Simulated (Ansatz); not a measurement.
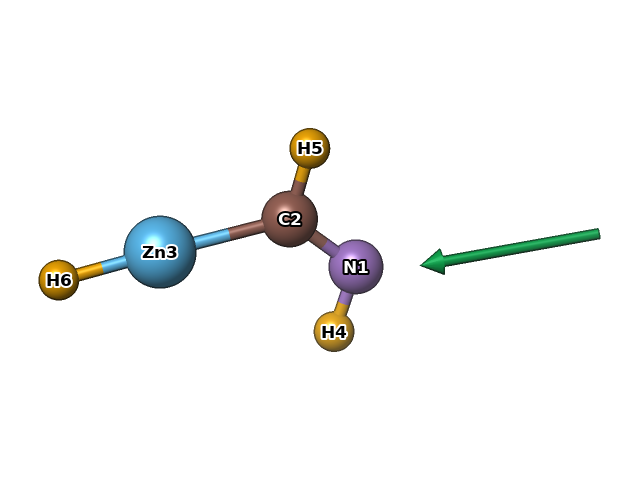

The arrow beside the molecule shows the direction of the dipole moment, from the negative to the positive end (its length means nothing). Computed geometry: PBE-D4/def2-SVP optimisation. No frequency run is at hand to confirm it as a minimum. Properties computed with RKS PBE-D4/def2-SVP (Ansatz 0.2.0).

### How large is the dipole moment?

1.54 D; it points from the side of N1 to the side of H6 (the outermost atoms at the two ends).
